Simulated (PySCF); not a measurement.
## Geometry relaxation of CF$_{4}$ (charge +1) (part 2 of 2)

CF$_{4}$, charge +1, multiplicity 2; PBE/6-31G*, UKS (PySCF 2.14.0). The atoms were displaced at random from an optimised geometry. The geometry is that of the parent species in another charge or spin state.

Geometry of the input (Å):
```
F  -0.8707  0.0201  1.0082
C  0.0206  -0.0145  -0.0360
F  1.2313  -0.5104  0.4261
F  -0.4722  -0.7589  -1.0111
F  0.1760  1.1854  -0.4790
```

**What the program printed, continued**
```
Geometry optimization cycle 8
Cartesian coordinates (Angstrom)
 Atom        New coordinates             dX        dY        dZ
   F  -0.845423  -0.026075   1.000900    0.000406  0.000391 -0.000333
   C   0.021782  -0.014176  -0.021544   -0.000189  0.000802  0.000443
   F   1.194424  -0.477536   0.428328    0.000677 -0.000045 -0.000725
   F  -0.488841  -0.768229  -1.002870    0.000908 -0.000962  0.000070
   F   0.224070   1.217655  -0.509382    0.000615  0.000347  0.000425
converged SCF energy = -436.548658890928  <S^2> = 0.75128417  2S+1 = 2.0012838
--------------- SecondOrderUKS_Scanner gradients ---------------
         x                y                z
0 F    -0.0002517529     0.0000370288     0.0002778384
1 C     0.0003676835    -0.0005505848    -0.0002923198
2 F    -0.0002571012     0.0000297815    -0.0001002984
3 F     0.0000970208     0.0000571918     0.0001947343
4 F     0.0000137825     0.0004187236    -0.0000801481
----------------------------------------------
cycle 8: E = -436.548658891  dE = -2.62608e-06  norm(grad) = 0.000987586
Step    7 : Displace = 8.288e-04/1.074e-03 (rms/max) Trust = 3.000e-01 (=) Grad = 4.417e-04/7.237e-04 (rms/max) E (change) = -436.5486588909 (-2.626e-06) Quality = 1.360
Hessian Eigenvalues: 4.68394e-02 4.98321e-02 5.00000e-02 ... 5.02303e-01 5.81531e-01 6.42362e-01

Geometry optimization cycle 9
Cartesian coordinates (Angstrom)
 Atom        New coordinates             dX        dY        dZ
   F  -0.844671  -0.025976   1.000673    0.000752  0.000098 -0.000226
   C   0.021897  -0.013536  -0.021162    0.000115  0.000640  0.000382
   F   1.195409  -0.477101   0.428239    0.000985  0.000435 -0.000089
   F  -0.488180  -0.768402  -1.002943    0.000661 -0.000172 -0.000073
   F   0.224823   1.217444  -0.509390    0.000753 -0.000212 -0.000007
converged SCF energy = -436.548659950003  <S^2> = 0.75128403  2S+1 = 2.0012836
--------------- SecondOrderUKS_Scanner gradients ---------------
         x                y                z
0 F    -0.0000816843     0.0000147286     0.0000677110
1 C     0.0000752136    -0.0001050209    -0.0000573155
2 F    -0.0000829764    -0.0000195270    -0.0000697060
3 F     0.0000359114    -0.0000683267     0.0000536831
4 F     0.0000233832     0.0001701898     0.0000048718
----------------------------------------------
cycle 9: E = -436.54865995  dE = -1.05907e-06  norm(grad) = 0.000286262
Step    8 : Displace = 4.661e-04/8.188e-04 (rms/max) Trust = 3.000e-01 (=) Grad = 1.280e-04/1.719e-04 (rms/max) E (change) = -436.5486599500 (-1.059e-06) Quality = 1.193
Hessian Eigenvalues: 4.34680e-02 4.97334e-02 5.00000e-02 ... 4.55296e-01 5.83001e-01 5.95571e-01

Geometry optimization cycle 10
Cartesian coordinates (Angstrom)
 Atom        New coordinates             dX        dY        dZ
   F  -0.844026  -0.025965   1.000668    0.000644  0.000012 -0.000005
   C   0.022292  -0.013339  -0.020963    0.000395  0.000197  0.000198
   F   1.196120  -0.476682   0.428451    0.000711  0.000419  0.000212
   F  -0.487738  -0.768139  -1.003043    0.000442  0.000263 -0.000100
   F   0.225290   1.217234  -0.509660    0.000467 -0.000210 -0.000271
converged SCF energy = -436.548660109283  <S^2> = 0.75128373  2S+1 = 2.0012833
--------------- SecondOrderUKS_Scanner gradients ---------------
         x                y                z
0 F    -0.0000148284    -0.0000002022    -0.0000079361
1 C    -0.0000137691     0.0000212667     0.0000021665
2 F    -0.0000080004    -0.0000094363    -0.0000228295
3 F    -0.0000028095    -0.0000350608     0.0000079615
4 F     0.0000092459     0.0000156461     0.0000196556
----------------------------------------------
cycle 10: E = -436.548660109  dE = -1.5928e-07  norm(grad) = 6.01736e-05
```

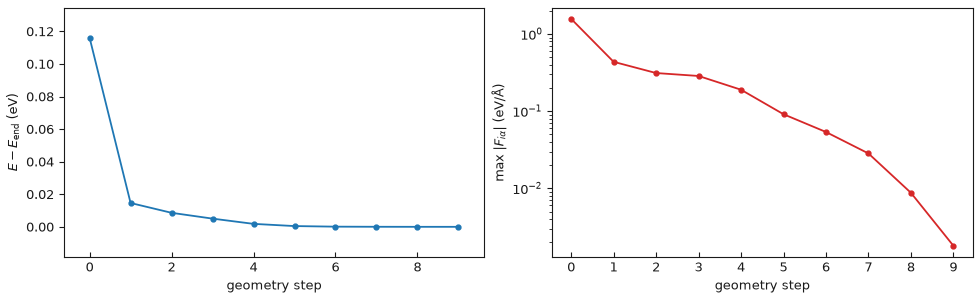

Progress of the relaxation, step by step (steps are counted from 0).

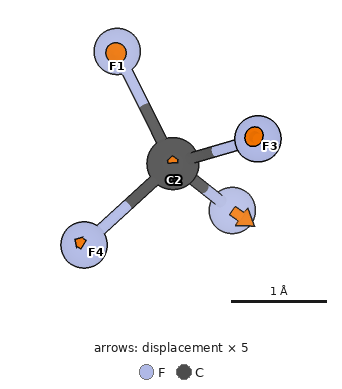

The starting structure with the displacements as orange arrows, magnified 5 times (ball-and-stick view, seen at a tilt). The two geometries are laid on each other by the best rigid fit. F5 moves most after the best rigid fit: 0.060 Å. By element the largest moves are F 0.060 Å, C 0.018 Å. Distances before and after: C2–F5 1.288 → 1.340 Å, C2–F3 1.387 → 1.340 Å, F1–C2 1.373 → 1.340 Å, C2–F4 1.322 → 1.340 Å. Among the angles that change: F1–C2–F5 108.4° → 112.6°, F3–C2–F5 110.0° → 107.9°. After 9 geometry steps the energy has fallen by 0.116 eV. The largest force component goes from 1.6 to 0.0018 eV/Å. (Atoms are counted from 1 in the order of the input.)

```
Step    9 : Displace = 2.865e-04/3.682e-04 (rms/max) Trust = 3.000e-01 (=) Grad = 2.691e-05/3.606e-05 (rms/max) E (change) = -436.5486601093 (-1.593e-07) Quality = 0.988
Hessian Eigenvalues: 4.34680e-02 4.97334e-02 5.00000e-02 ... 4.55296e-01 5.83001e-01 5.95571e-01
Converged! =D

converged: True
F          -0.84402650       -0.02596480        1.00066818
C           0.02229220       -0.01333932       -0.02096340
F           1.19612033       -0.47668186        0.42845087
F          -0.48773809       -0.76813902       -1.00304341
F           0.22529041        1.21723401       -0.50966043

WARN: HOMO -0.420529050482123 >= LUMO -0.420529050482123

converged SCF energy = -436.548660109278  <S^2> = 0.75128382  2S+1 = 2.0012834
E(PBE) = -436.548660109
frequencies (1/cm) [308.  345.5 375.2 375.5 539.5 830.9 831.2 859.5 900.3]
temperature 298.1500 [K]
pressure 101325.00 [Pa]
Rotational constants [GHz] 5.66917 5.66804 5.35257
Symmetry number 1
Zero-point energy (ZPE) 0.01222 [Eh]   32093.597 [J/mol]
                           tot       elec      trans        rot        vib
Entropy [J/mol/K]       299.848      5.763    164.586    104.763     24.735
Cv [J/mol/K]             65.570      0.000     12.472     12.472     40.626
Cp [J/mol/K]             73.884      0.000     20.786     12.472     40.626
Internal energy [J/mol]                      3718.434   3718.434  37076.371
Internal energy [Eh]   -436.53171  -436.54866
Enthalpy [J/mol]                             6197.391   3718.434  37076.371
Enthalpy [Eh]          -436.53076
Gibbs free energy [J/mol]                  -42874.054 -27516.654  29701.497
Gibbs free energy [Eh] -436.56481
```

**Trajectory as extended XYZ (Å, eV, eV/Å), 10 frames, from step=0 to step=9**
```
5
Properties=species:S:1:pos:R:3:forces:R:3 step=0 energy=-11878.97810
F    -0.8707    0.0201    1.0082    0.6288  -0.6680  -0.2655
C     0.0206   -0.0145   -0.0360    0.0525  -0.7705   0.9982
F     1.2313   -0.5104    0.4261   -1.2058   0.4258  -0.1427
F    -0.4722   -0.7589   -1.0111   -0.1940  -0.5570   0.0039
F     0.1760    1.1854   -0.4790    0.7202   1.5711  -0.5934
5
Properties=species:S:1:pos:R:3:forces:R:3 step=1 energy=-11879.07956
F    -0.8397   -0.0343    1.0121    0.0727   0.0729  -0.1614
C     0.0094    0.0089   -0.0502    0.1343  -0.4358   0.3148
F     1.1774   -0.4912    0.4362   -0.0113   0.1294   0.0454
F    -0.4827   -0.7868   -0.9933   -0.1374   0.1386  -0.1120
F     0.2222    1.2265   -0.4962   -0.0575   0.0961  -0.0884
5
Properties=species:S:1:pos:R:3:forces:R:3 step=2 energy=-11879.08560
F    -0.8370   -0.0339    1.0076    0.0032   0.0257  -0.0547
C     0.0144    0.0016   -0.0482    0.0764  -0.3044   0.3118
F     1.1830   -0.4861    0.4443   -0.0968   0.0815  -0.0887
F    -0.4923   -0.7787   -0.9978   -0.0042   0.0502  -0.0572
F     0.2193    1.2215   -0.4986    0.0229   0.1478  -0.1128
5
Properties=species:S:1:pos:R:3:forces:R:3 step=3 energy=-11879.08917
F    -0.8388   -0.0333    1.0071    0.0103   0.0142  -0.0594
C     0.0171   -0.0050   -0.0415    0.0271  -0.1859   0.2857
F     1.1866   -0.4814    0.4442   -0.0911   0.0313  -0.1048
F    -0.4948   -0.7707   -1.0013    0.0128  -0.0456  -0.0430
F     0.2198    1.2163   -0.5039    0.0428   0.1866  -0.0798
5
Properties=species:S:1:pos:R:3:forces:R:3 step=4 energy=-11879.09238
F    -0.8422   -0.0309    1.0046    0.0116   0.0045  -0.0466
C     0.0204   -0.0127   -0.0311   -0.0347  -0.0099   0.1895
F     1.1903   -0.4769    0.4389   -0.0212  -0.0266  -0.0698
F    -0.4948   -0.7647   -1.0036    0.0125  -0.0981  -0.0415
F     0.2216    1.2138   -0.5090    0.0337   0.1303  -0.0323
5
Properties=species:S:1:pos:R:3:forces:R:3 step=5 energy=-11879.09374
F    -0.8452   -0.0280    1.0023    0.0227  -0.0012  -0.0342
C     0.0220   -0.0155   -0.0242   -0.0523   0.0647   0.0913
F     1.1928   -0.4765    0.4324    0.0168  -0.0289  -0.0208
F    -0.4921   -0.7649   -1.0034    0.0001  -0.0696  -0.0360
F     0.2228    1.2153   -0.5104    0.0144   0.0352  -0.0005
5
Properties=species:S:1:pos:R:3:forces:R:3 step=6 energy=-11879.09410
F    -0.8458   -0.0265    1.0012    0.0207  -0.0022  -0.0237
C     0.0220   -0.0150   -0.0220   -0.0357   0.0537   0.0343
F     1.1937   -0.4775    0.4291    0.0200  -0.0090   0.0019
F    -0.4897   -0.7673   -1.0029   -0.0060  -0.0218  -0.0205
F     0.2235    1.2173   -0.5098    0.0024  -0.0204   0.0080
5
Properties=species:S:1:pos:R:3:forces:R:3 step=7 energy=-11879.09417
F    -0.8454   -0.0261    1.0009    0.0129  -0.0019  -0.0143
C     0.0218   -0.0142   -0.0215   -0.0189   0.0283   0.0150
F     1.1944   -0.4775    0.4283    0.0132  -0.0015   0.0052
F    -0.4888   -0.7682   -1.0029   -0.0050  -0.0029  -0.0100
F     0.2241    1.2177   -0.5094   -0.0007  -0.0215   0.0041
5
Properties=species:S:1:pos:R:3:forces:R:3 step=8 energy=-11879.09420
F    -0.8447   -0.0260    1.0007    0.0042  -0.0008  -0.0035
C     0.0219   -0.0135   -0.0212   -0.0039   0.0054   0.0029
F     1.1954   -0.4771    0.4282    0.0043   0.0010   0.0036
F    -0.4882   -0.7684   -1.0029   -0.0018   0.0035  -0.0028
F     0.2248    1.2174   -0.5094   -0.0012  -0.0088  -0.0003
5
Properties=species:S:1:pos:R:3:forces:R:3 step=9 energy=-11879.09421
F    -0.8440   -0.0260    1.0007    0.0008   0.0000   0.0004
C     0.0223   -0.0133   -0.0210    0.0007  -0.0011  -0.0001
F     1.1961   -0.4767    0.4285    0.0004   0.0005   0.0012
F    -0.4877   -0.7681   -1.0030    0.0001   0.0018  -0.0004
F     0.2253    1.2172   -0.5097   -0.0005  -0.0008  -0.0010
```

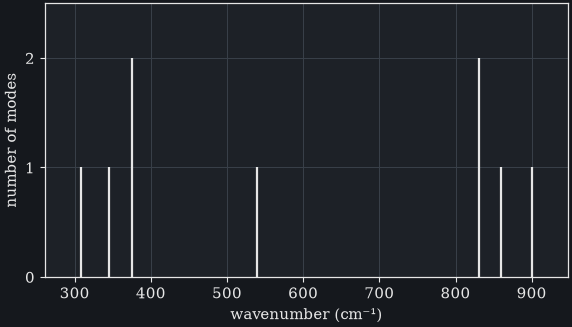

Harmonic vibrational wavenumbers from the force constants; neighbouring modes closer than 3 cm⁻¹ are counted in one stick. 9 modes from 308 to 900 cm⁻¹, none imaginary.

**Summary**

| quantity | value |
| --- | --- |
| outcome | converged |
| total energy | −436.548660 hartree |
| basis functions | 70 |
| ⟨S²⟩ | 0.751 |
| zero-point energy | 0.012224 hartree |
| wavenumbers, lowest and highest | 308 and 900 cm⁻¹ |
| hardware | 1 thread of Intel Xeon @ 2.50GHz (Skylake/Cascade Lake), 64 GiB of memory available, shared host |
| wall time | 9.3 min |
| peak memory | 1.2 GiB |

**Notes**

Further notes kept with the run: dipole of an ion depends on the origin; symmetry number missed.
